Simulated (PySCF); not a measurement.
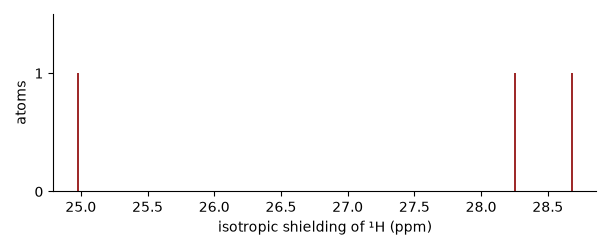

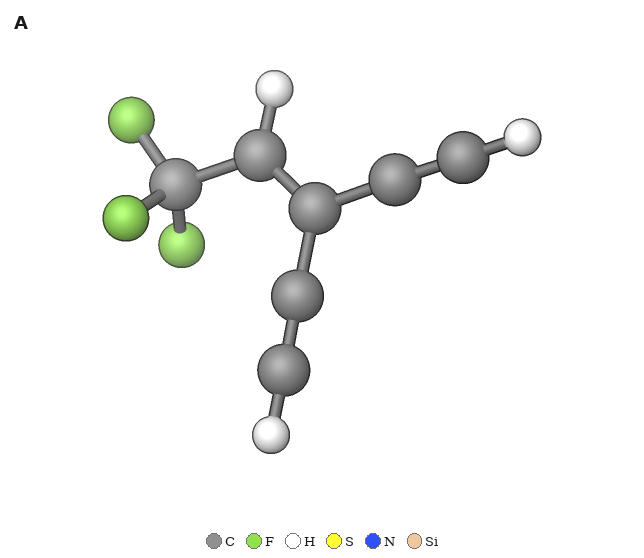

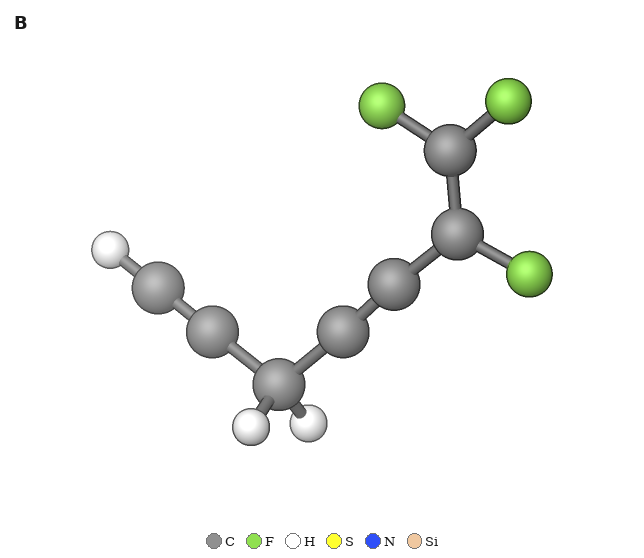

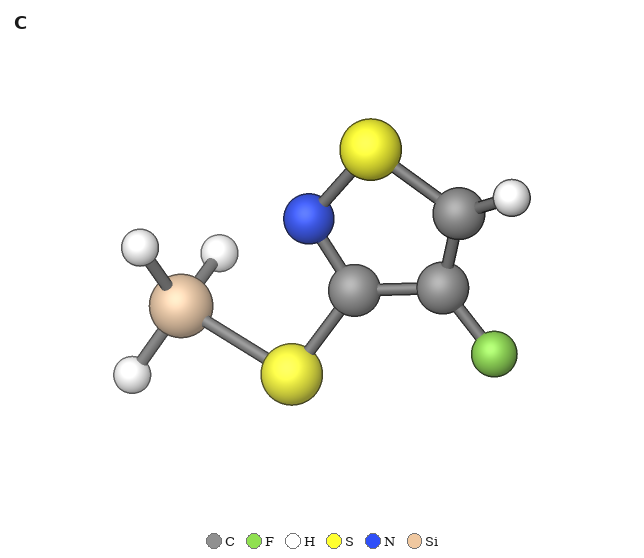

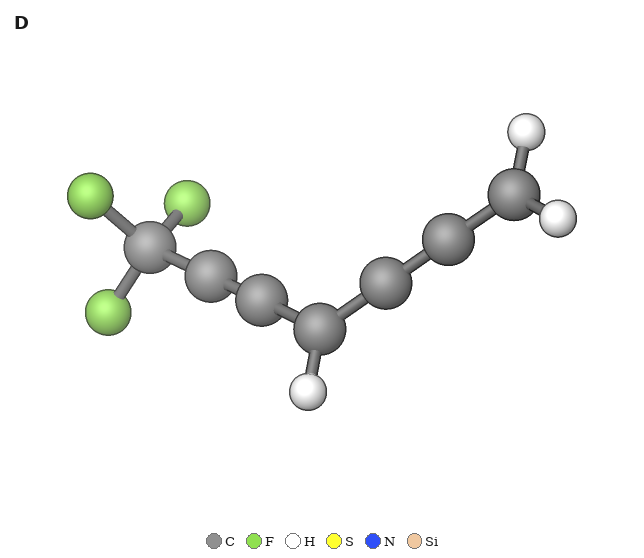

The sticks are computed shieldings of one of the molecules, for one fixed geometry (GFN2-xTB) without averaging over rotations. Low shielding means a high chemical shift. Method: GIAO PBE0/pcSseg-1 NMR shielding, non-relativistic, gas phase (PySCF 2.14.0).

**Which molecule gives this pattern?**

A, `C#CC(C#C)=CC(F)(F)F`. Its 3 H atoms give lines at 24.98, 28.25, 28.68 ppm.
